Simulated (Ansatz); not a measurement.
**TiAl: a line through a two-coordinate scan**

One line of a two-coordinate grid on TiAl (P4/mmm, No. 123; 2 atoms in the cell): strain +e along z and -e/2 along x and y is varied, at amplitude of mode 6 (311 cm⁻¹) = −0.094 Å.

Computed with Ansatz 0.2.0 (DFT PBEsol, scalar-relativistic, plane waves, PAW, unless a step's input says otherwise).

4 further runs of the same task are left out: 1 for a known fault of the program, 3 set aside as unsound or not needed.

### Step 1. The structure to begin with

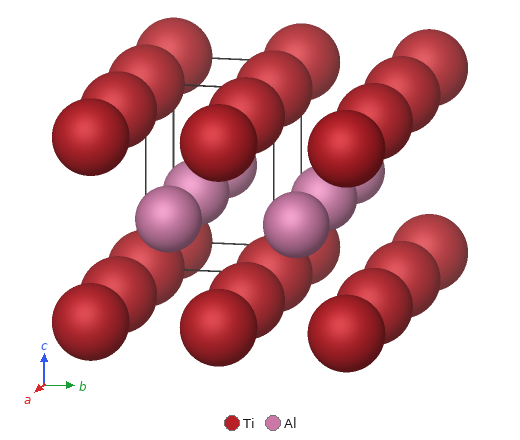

The starting structure, seen slightly off an axis (titanium red, aluminium pink). 3×2×1 cells are drawn. Atoms on the faces are drawn again on the opposite ones.

As a file:

```cif
data_structure
_symmetry_space_group_name_H-M 'P 1'
_symmetry_Int_Tables_number 1
_cell_length_a 2.7947
_cell_length_b 2.7947
_cell_length_c 4.0384
_cell_angle_alpha 90.000
_cell_angle_beta 90.000
_cell_angle_gamma 90.000
_cell_volume 31.54
loop_
_atom_site_label
_atom_site_type_symbol
_atom_site_fract_x
_atom_site_fract_y
_atom_site_fract_z
_atom_site_occupancy
Ti1 Ti 0.00000 0.00000 0.00000 1
Al1 Al 0.50000 0.50000 0.50000 1
```

This cell was relaxed beforehand with the same method: volume 15.77 Å³/atom, gap on the mesh none (metal).

### Step 2. The scan

The energy is mapped over a normal mode and a strain (zone-centre modes of the cell shown) (x along [1 0 0], y along [0 1 0], z along [0 0 1] of the conventional cell).

First coordinate, amplitude of mode 6 (311 cm⁻¹), largest displacement in the unstrained cell: 7 values from −0.141 Å. Second coordinate, strain +e along z and -e/2 along x and y: 7 values from −7.00 %.

Nothing else is relaxed (the pattern is fixed in fractional coordinates). Energies count from the relaxed high-symmetry cell. Points are written as (first, second).

The modes come from a phonon run on the reference cell, made beforehand.

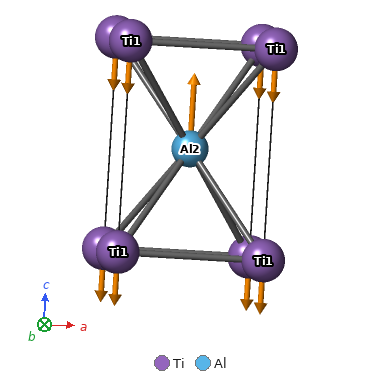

The reference structure; orange arrows give the pattern of the mode.

Displacement patterns for an amplitude of 1 (Å):

```csv
atom,x1,y1,z1
Ti1,0.000,0.000,-0.564
Al2,0.000,0.000,1.000
```

### Step 3. The run at (−0.094 Å, −7.00 %)

Input file input.yaml:

```yaml
crystal:
  lattice:
    - [2.8925580122, 0.0, 0.0]
    - [0.0, 2.8925580122, 0.0]
    - [0.0, 0.0, 3.7556873077]
  atoms:
    - { symbol: Ti, position: [0.0, 0.0, 0.013120545] }
    - { symbol: Al, position: [0.5, 0.5, 0.4767233018] }
basis:
  ecutwfc: 520.0
kpoints:
  mp_grid: { grid: [16, 16, 12] }
hamiltonian:
  xc: pbesol
  pseudopotentials: { kind: paw, azcp: { folder: soft_1 } }
scf:
  occupations: { method: gaussian, width: 0.15 }
output:
  forces: true
  stress: true
  eigenvalues: true
```

The run is started by

```sh
$ ansatz run input.yaml --threads 1 --pin off --max-ram 2048MiB --backend cpu --events-out ev --progress --plain --runs-dir out
```

Output (excerpt; [...] marks lines left out):

```text
Warning: <dir> the record states the generating functional pbe (its physics header spells it `PBE`), which answers neither for hamiltonian.xc's functional nor for the pbesol family's — results may be inconsistent (PPs are generated against a specific XC)
[...]
Warning: RAYON_NUM_THREADS=1 ignored (pool sized by the plan → 1); use --threads N
[...]
Pseudopotentials: kind: paw
Pseudopotential: Ti, paw, valence charge 12, recommended cutoff 420 eV (normal), <dir>
Pseudopotential: Al, paw, valence charge 3, recommended cutoff 420 eV (normal), <dir>
Functional definition: PBEsol
[...]
Crystal: 2 atoms, lattice volume = 31.423 Å³
Basis set: ecut = 520 eV, 837 PW (Γ), exchange–correlation on 48×48×60 points (8 copies of the dense FFT grid, shifted against one another)
Bands: 12, of which v1, the nominal top of the filled ones, is band 8 counted from 1 (7 counted from 0)
Symmetry: 8 space group operations
Space group: P4mm (ITA 99), of the structure as read, at distance tolerance 3.2e-5 Å
k-points: 315 of 3072 (time reversal used)
[...]
SCF iter   1: F=—  HF=-2999.444298 eV  |F-HF|=—  |Δ(HF+E_count)|=         —  Δρ=4.58e-2  dr2=6.84e-1  ethr=3.10e-3  ⟨swp⟩=4.8  Hψ=18799  notcnv=0
[...]
SCF iter   7: F=-2999.168018 eV  HF=-2999.168018 eV  |F-HF|=2.58e-8  |Δ(HF+E_count)|=   4.29e-7  Δρ=1.43e-5  dr2=7.02e-8  ethr=6.67e-10  ⟨swp⟩=3.6  Hψ=14300  notcnv=0
[...]
SCF converged after 7 iterations
Free energy (F): -2999.168018 eV
[...]
E sigma→0 (E₀):  -2999.157769 eV
Entropy (-TS):   -0.020499 eV (-10.250 meV/atom)
Fermi energy:    11.325786 eV
[...]
--- Forces (eV/Å), atoms counted from 1 ---
  atom   1  Ti     0.00000000     0.00000000    -0.95276568
  atom   2  Al    -0.00000000     0.00000000     0.95277507
[...]
--- Stress (GPa, compression-positive) ---
       -0.915248       0.000000      -0.000000
        0.000000      -0.915248       0.000000
       -0.000000       0.000000       5.354489
  P = ⅓ Tr σ = 1.1747 GPa (11.747 kbar)
--- Band table (eV; the first three rows and the last of 315) ---
  k-point 0: bands = ["-45.0142", "-21.5009", "-21.1572", "-21.1572", "2.1695", "9.5279", "10.3345", "12.2095", "13.3302", "13.3302", "14.3187", "18.7224"]
[...]
```

Wall time 25 s (1 thread of Arm Neoverse N1, shared host); peak memory 0.46 GiB.

On the map this point reads 115 meV.

### Step 4. Grid point (−0.094 Å, −4.67 %)

Edit input.yaml of step 3 so:

```diff
@@ -2,5 +2,5 @@
   lattice:
-    - [2.8925580122, 0.0, 0.0]
-    - [0.0, 2.8925580122, 0.0]
-    - [0.0, 0.0, 3.7556873077]
+    - [2.8599992675, 0.0, 0.0]
+    - [0.0, 2.8599992675, 0.0]
+    - [0.0, 0.0, 3.849781409]
   atoms:
```

The run is started by

```sh
$ ansatz run input.yaml --threads 1 --pin off --max-ram 2048MiB --backend cpu --events-out ev --progress --plain --runs-dir out
```

Output (excerpt; [...] marks lines left out):

```text
Warning: <dir> the record states the generating functional pbe (its physics header spells it `PBE`), which answers neither for hamiltonian.xc's functional nor for the pbesol family's — results may be inconsistent (PPs are generated against a specific XC)
[...]
Warning: RAYON_NUM_THREADS=1 ignored (pool sized by the plan → 1); use --threads N
[...]
[... 4 set-up lines as earlier in the session ...]
[...]
Crystal: 2 atoms, lattice volume = 31.490 Å³
Basis set: ecut = 520 eV, 855 PW (Γ), exchange–correlation on 48×48×60 points (8 copies of the dense FFT grid, shifted against one another)
Bands: 12, of which v1, the nominal top of the filled ones, is band 8 counted from 1 (7 counted from 0)
[... 2 set-up lines as earlier in the session ...]
k-points: 315 of 3072 (time reversal used)
[...]
SCF iter   1: F=—  HF=-2999.482952 eV  |F-HF|=—  |Δ(HF+E_count)|=         —  Δρ=4.63e-2  dr2=7.17e-1  ethr=3.10e-3  ⟨swp⟩=4.8  Hψ=18790  notcnv=0
[...]
SCF iter   7: F=-2999.193435 eV  HF=-2999.193435 eV  |F-HF|=1.17e-9  |Δ(HF+E_count)|=   8.32e-8  Δρ=1.38e-5  dr2=4.81e-8  ethr=6.67e-10  ⟨swp⟩=3.5  Hψ=14227  notcnv=0
[...]
SCF converged after 7 iterations
Free energy (F): -2999.193435 eV
[...]
E sigma→0 (E₀):  -2999.183426 eV
Entropy (-TS):   -0.020017 eV (-10.008 meV/atom)
Fermi energy:    11.268315 eV
[...]
--- Forces (eV/Å), atoms counted from 1 ---
  atom   1  Ti     0.00000000     0.00000000    -0.94746317
  atom   2  Al    -0.00000000     0.00000000     0.94745965
[...]
--- Stress (GPa, compression-positive) ---
       -0.417385       0.000000      -0.000000
        0.000000      -0.417385       0.000000
       -0.000000       0.000000       3.916094
  P = ⅓ Tr σ = 1.0271 GPa (10.271 kbar)
--- Band table (eV; the first three rows and the last of 315) ---
  k-point 0: bands = ["-45.0547", "-21.5541", "-21.1673", "-21.1673", "2.1268", "9.4081", "10.3215", "11.7439", "13.3366", "13.3366", "14.4019", "18.3666"]
[...]
```

It took 25 s on 1 thread of Arm Neoverse N1, shared host; peak memory 0.46 GiB.

Energy on the map's scale: 89 meV.

### Step 5. Grid point (−0.094 Å, −2.33 %)

Edit input.yaml of step 4 so:

```diff
@@ -2,5 +2,5 @@
   lattice:
-    - [2.8599992675, 0.0, 0.0]
-    - [0.0, 2.8599992675, 0.0]
-    - [0.0, 0.0, 3.849781409]
+    - [2.8273007856, 0.0, 0.0]
+    - [0.0, 2.8273007856, 0.0]
+    - [0.0, 0.0, 3.9442793477]
   atoms:
```

The run is started by

```sh
$ ansatz run input.yaml --threads 1 --pin off --max-ram 2048MiB --backend cpu --events-out ev --progress --plain --runs-dir out
```

Output (excerpt; [...] marks lines left out):

```text
[...]
SCF converged after 7 iterations
Free energy (F): -2999.209470 eV
[...]
E sigma→0 (E₀):  -2999.199420 eV
Entropy (-TS):   -0.020102 eV (-10.051 meV/atom)
Fermi energy:    11.221224 eV
[...]
--- Forces (eV/Å), atoms counted from 1 ---
  atom   1  Ti    -0.00000000     0.00000000    -0.93891027
  atom   2  Al    -0.00000000     0.00000000     0.93889482
[...]
--- Stress (GPa, compression-positive) ---
        0.220347       0.000000      -0.000000
        0.000000       0.220347       0.000000
       -0.000000       0.000000       2.616257
  P = ⅓ Tr σ = 1.0190 GPa (10.190 kbar)
--- Band table (eV; the first three rows and the last of 315) ---
  k-point 0: bands = ["-45.0844", "-21.5913", "-21.1661", "-21.1661", "2.0898", "9.2946", "10.3074", "11.3204", "13.3668", "13.3668", "14.4941", "17.9442"]
[...]
```

Run time: 25 s. Hardware: 1 thread of Arm Neoverse N1, shared host; peak memory 0.46 GiB.

Energy on the map's scale: 73 meV.

### Step 6. Point (−0.094 Å, 0.00 %)

Edit input.yaml of step 5 so:

```diff
@@ -2,5 +2,5 @@
   lattice:
-    - [2.8273007856, 0.0, 0.0]
-    - [0.0, 2.8273007856, 0.0]
-    - [0.0, 0.0, 3.9442793477]
+    - [2.7947420408, 0.0, 0.0]
+    - [0.0, 2.7947420408, 0.0]
+    - [0.0, 0.0, 4.0383734491]
   atoms:
```

The run is started by

```sh
$ ansatz run input.yaml --threads 1 --pin off --max-ram 2048MiB --backend cpu --events-out ev --progress --plain --runs-dir out
```

Output (excerpt; [...] marks lines left out):

```text
[...]
SCF converged after 7 iterations
Free energy (F): -2999.215652 eV
[...]
E sigma→0 (E₀):  -2999.205600 eV
Entropy (-TS):   -0.020104 eV (-10.052 meV/atom)
Fermi energy:    11.194675 eV
[...]
--- Forces (eV/Å), atoms counted from 1 ---
  atom   1  Ti     0.00000000     0.00000000    -0.91947188
  atom   2  Al    -0.00000000     0.00000000     0.91942073
[...]
--- Stress (GPa, compression-positive) ---
        1.067205       0.000000      -0.000000
        0.000000       1.067205       0.000000
       -0.000000       0.000000       1.120203
  P = ⅓ Tr σ = 1.0849 GPa (10.849 kbar)
--- Band table (eV; the first three rows and the last of 315) ---
  k-point 0: bands = ["-45.0942", "-21.6044", "-21.1447", "-21.1447", "2.0573", "9.1918", "10.2979", "10.9384", "13.4257", "13.4257", "14.6030", "17.5371"]
[...]
```

Wall time 35 s (1 thread of Arm Neoverse N1, shared host); peak memory 0.47 GiB.

That is 67 meV from the zero.

### Step 7. Point (−0.094 Å, 2.33 %)

Edit input.yaml of step 6 so:

```diff
@@ -2,5 +2,5 @@
   lattice:
-    - [2.7947420408, 0.0, 0.0]
-    - [0.0, 2.7947420408, 0.0]
-    - [0.0, 0.0, 4.0383734491]
+    - [2.762183296, 0.0, 0.0]
+    - [0.0, 2.762183296, 0.0]
+    - [0.0, 0.0, 4.1324675505]
   atoms:
```

The run is started by

```sh
$ ansatz run input.yaml --threads 1 --pin off --max-ram 2048MiB --backend cpu --events-out ev --progress --plain --runs-dir out
```

Output (excerpt; [...] marks lines left out):

```text
Warning: <dir> the record states the generating functional pbe (its physics header spells it `PBE`), which answers neither for hamiltonian.xc's functional nor for the pbesol family's — results may be inconsistent (PPs are generated against a specific XC)
[...]
Warning: RAYON_NUM_THREADS=1 ignored (pool sized by the plan → 1); use --threads N
[...]
[... 4 set-up lines as earlier in the session ...]
[...]
Crystal: 2 atoms, lattice volume = 31.529 Å³
Basis set: ecut = 520 eV, 839 PW (Γ), exchange–correlation on 48×48×64 points (8 copies of the dense FFT grid, shifted against one another)
Bands: 12, of which v1, the nominal top of the filled ones, is band 8 counted from 1 (7 counted from 0)
[... 2 set-up lines as earlier in the session ...]
k-points: 315 of 3072 (time reversal used)
[...]
SCF iter   1: F=—  HF=-2999.538809 eV  |F-HF|=—  |Δ(HF+E_count)|=         —  Δρ=4.67e-2  dr2=8.23e-1  ethr=3.10e-3  ⟨swp⟩=4.8  Hψ=18854  notcnv=0
[...]
SCF iter   8: F=-2999.208777 eV  HF=-2999.208777 eV  |F-HF|=3.46e-11  |Δ(HF+E_count)|=   2.69e-8  Δρ=1.80e-6  dr2=6.01e-10  ethr=6.67e-10  ⟨swp⟩=5.2  Hψ=15965  notcnv=0
[...]
SCF converged after 8 iterations
Free energy (F): -2999.208777 eV
[...]
E sigma→0 (E₀):  -2999.198481 eV
Entropy (-TS):   -0.020593 eV (-10.297 meV/atom)
Fermi energy:    11.196662 eV
[...]
--- Forces (eV/Å), atoms counted from 1 ---
  atom   1  Ti    -0.00000000     0.00000000    -0.88681612
  atom   2  Al    -0.00000000     0.00000000     0.88680893
[...]
--- Stress (GPa, compression-positive) ---
        2.228058       0.000000      -0.000000
        0.000000       2.228058       0.000000
       -0.000000       0.000000      -0.878080
  P = ⅓ Tr σ = 1.1927 GPa (11.927 kbar)
--- Band table (eV; the first three rows and the last of 315) ---
  k-point 0: bands = ["-45.0763", "-21.5871", "-21.0948", "-21.0948", "2.0276", "9.1021", "10.2988", "10.5925", "13.5179", "13.5179", "14.7372", "17.1482"]
[...]
```

Run time: 27 s. Hardware: 1 thread of Arm Neoverse N1, shared host; peak memory 0.46 GiB.

That is 74 meV from the zero.

(Part 1 of 2 ends here.)
